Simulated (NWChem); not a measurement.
# One shape, several levels: IF (iodine monofluoride)

Aim: a comparison of 3 runs (HF/STO-3G, HF/3-21G, B3LYP/def2-TZVP) of IF (iodine monofluoride). 

The results are computed with NWChem 7.3.0.

2 further runs of the same task are left out: 2 set aside as unsound or not needed.

## (1) The molecule

The species is IF (2 atoms), meant as a singlet with charge 0. SMILES: `FI`. The bond length is the measured one.

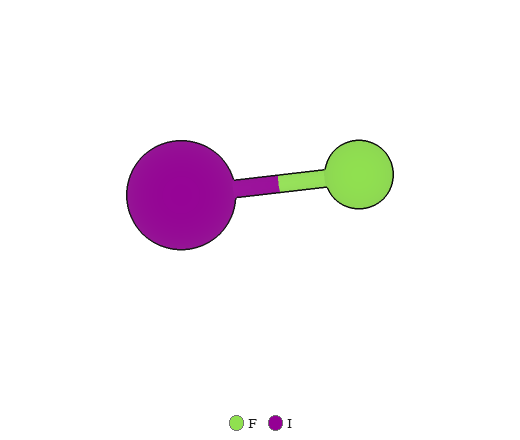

Viewed from a chosen angle; fluorine green, iodine purple.

## (2) Energy and gradient at HF/STO-3G (run 1)

The input, run.py:

```python
from ase import Atoms
from ase.calculators.nwchem import NWChem

molecule = Atoms(['F', 'I'], positions=[
    [0.000000, 0.000000, 0.000000],
    [0.000000, 0.000000, 1.909759],
])

calc = NWChem(
    label='fi',
    theory='scf',
    memory='2200 mb',
    basis='STO-3G',
    basispar='spherical bse',
    scf={'nopen': '0', 'rhf': None, 'thresh': '1e-08', 'maxiter': '80'},
)
molecule.calc = calc

forces = molecule.get_forces()
print(f"energy = {molecule.get_potential_energy():.6f} eV")
print("forces (eV/A):")
for s, f in zip(molecule.symbols, forces):
    print(f"{s:2s} {f[0]:10.5f} {f[1]:10.5f} {f[2]:10.5f}")
print("dipole (e A):", molecule.get_dipole_moment().round(4))
```

Started as:

```
$ export ASE_NWCHEM_COMMAND="nwchem PREFIX.nwi > PREFIX.nwo"
$ python run.py
```

Output:

```text
energy = -189082.803807 eV
forces (eV/A):
F    -0.00000   -0.00000   -1.72367
I     0.00000    0.00000    1.72367
dipole (e A): [-0.     -0.      0.0111]
```

The calculator wrote fi.nwi:

```
title "fi"

permanent_dir fi

scratch_dir fi

start fi

geometry units angstrom nocenter noautosym noautoz
  F  0.0000000000000000e+00 0.0000000000000000e+00 0.0000000000000000e+00
  I  0.0000000000000000e+00 0.0000000000000000e+00 1.9097590000000000e+00
end

memory 2200 mb

basis spherical bse noprint
   * library STO-3G
end

scf
  nopen 0
  rhf
  thresh 1e-08
  maxiter 80
end

task scf gradient
```

fi.nwo (excerpt; [...] marks lines left out):

```text
[...]
      One-electron energy =  -9841.533337720299
[... 1 line left out ...]
 Nuclear repulsion energy =    132.172461432493
[... 40 lines left out ...]
                       ROHF Final Molecular Orbital Analysis
[... 97 lines left out ...]
       Multipole analysis of the density wrt the origin
[...]
  wavefunction    =   RHF
                         RHF ENERGY GRADIENTS
    atom               coordinates                        gradient
                 x          y          z           x          y          z
   1 F       0.000000   0.000000   0.000000    0.000000   0.000000   0.033520
   2 I       0.000000   0.000000   3.608921   -0.000000  -0.000000  -0.033520
[...]
```

Run time: 3.3 s. Hardware: 1 thread of Intel Xeon Platinum 8488C (Sapphire Rapids), shared host; peak memory 0.1 GiB.

## (3) Energy and gradient at HF/3-21G (run 2)

The input, input.nw:

```
start input
title "FI hf"
memory total 2200 mb

geometry units angstroms noautosym nocenter noautoz
F        0.000000       0.000000       0.000000
I        0.000000       0.000000       1.909759
end

basis spherical bse
* library 3-21G
end

scf
singlet
rhf
thresh 1e-08
maxiter 80
print medium
end

task scf gradient
```

Started as:

```
$ nwchem input.nw > input.out
```

Output:

```text
[...]
  functions       =    40
[...]
  wavefunction    = RHF
[...]
         Total SCF energy =  -6986.154537260943
      One-electron energy =  -9877.627641424966
      Two-electron energy =   2759.300642731530
 Nuclear repulsion energy =    132.172461432493
        Time for solution =      1.9s
[...]
                         RHF ENERGY GRADIENTS
    atom               coordinates                        gradient
                 x          y          z           x          y          z
   1 F       0.000000   0.000000   0.000000    0.000000   0.000000   0.011591
   2 I       0.000000   0.000000   3.608921   -0.000000  -0.000000  -0.011591
[...]
```

Wall time 3.3 s (1 thread of Intel Xeon Platinum 8488C (Sapphire Rapids), shared host); peak memory 0.1 GiB.

## (4) Energy and gradient at B3LYP/def2-TZVP (core potential) (run 3)

The input, input.nw:

```
start input
memory total 2200 mb
charge 0
geometry units angstrom noautosym nocenter noautoz
  F      0.000000     0.000000     0.000000
  I      0.000000     0.000000     1.909759
end
basis spherical bse
  * library def2-TZVP
end
ecp bse
  I library def2-TZVP
end
dft
  xc b3lyp
  grid xfine
  convergence energy 1e-08
  iterations 100
  mulliken
  print medium
end
task dft gradient
```

Started as:

```
$ nwchem input.nw > input.out
```

Output:

```text
[...]
          Wavefunction type:  closed shell.
          No. of atoms     :     2
          No. of electrons :    34
[...]
          Charge           :     0
          Spin multiplicity:     1
[...]
          AO basis - number of functions:    81
[...]
              XC Information
              --------------
                         B3LYP Method XC Potential
                     Hartree-Fock (Exact) Exchange  0.200
                        Slater Exchange Functional  0.800 local
                    Becke 1988 Exchange Functional  0.720 non-local
              Lee-Yang-Parr Correlation Functional  0.810
                  VWN I RPA Correlation Functional  0.190 local
[...]
 d= 0,ls=0.0,diis     1   -397.6128321200 -4.60D+02  1.38D-02  4.75D-01     3.5
[...]
 d= 0,ls=0.0,diis     8   -397.6554858650 -8.47D-09  3.81D-06  1.18D-07    18.0
         Total DFT energy =     -397.655485864987
      One electron energy =     -781.131173615475
           Coulomb energy =      353.906885085512
    Exchange-Corr. energy =      -32.776698010729
 Nuclear repulsion energy =       62.345500675704
[...]
      Total Density - Mulliken Population Analysis
     ---------------------------------------------
    Atom       Charge   Shell Charges
 -----------   ------   -------------------------------------------------------
    1 F    9     9.36   0.77  1.20  0.62  0.98  0.39  2.26  2.09  1.03  0.00  0.01  0.00
    2 I   25    24.64   0.19 -0.79  1.64  0.98  1.23  0.72 -0.49  6.43  1.38  2.40  0.82  9.18  0.83  0.09  0.00  0.03
[...]
  wavefunction    = closed shell
                         DFT ENERGY GRADIENTS
    atom               coordinates                        gradient
                 x          y          z           x          y          z
   1 F       0.000000   0.000000   0.000000    0.000000   0.000000   0.006706
   2 I       0.000000   0.000000   3.608921   -0.000000  -0.000000  -0.006706
[...]
```

Run time: 26 s. Hardware: 1 thread of Intel Xeon Platinum 8488C (Sapphire Rapids), shared host; peak memory 0.13 GiB.

## (5) The series

```tsv
run	level	iteration cap	module	energy (Eh)	dipole moment (D)	HOMO energy (eV)	LUMO energy (eV)	wall time
1	HF/STO-3G	80	scf	-6948.664932	0.05	-7.93	6.63	3.3 s
2	HF/3-21G	80	scf	-6986.154537	2.45	-10.59	1.32	3.3 s
3	B3LYP/def2-TZVP (core potential)	100	dft	-397.655486	1.97	-7.83	-3.77	26 s
```

## (6) What came out

| quantity | value |
| --- | --- |
| run 3: total energy | -397.65549 Eh |
| run 3: dipole moment | 1.97 D |
| run 3: HOMO energy | -7.83 eV |
| run 3: LUMO energy | -3.77 eV |
| run 3: HOMO–LUMO gap | 4.06 eV |
| run 3: largest force on an atom | 0.345 eV/Å |

What this shows: The dipole moment (its size) runs from 0.05 D (HF/STO-3G) to 2.45 D (HF/3-21G). The HOMO–LUMO gap runs from 4.06 eV (B3LYP/def2-TZVP) to 14.56 eV (HF/STO-3G). The two ends differ in method and basis and core potential. Some runs of one species differ in core potentials or relativity; totals across that change don't compare. In run 1 the basis is minimal, so the values are rough. In runs 1, 2 relativity is left out where basis or elements ask for it. All runs together took 33 s, the longest 26 s.
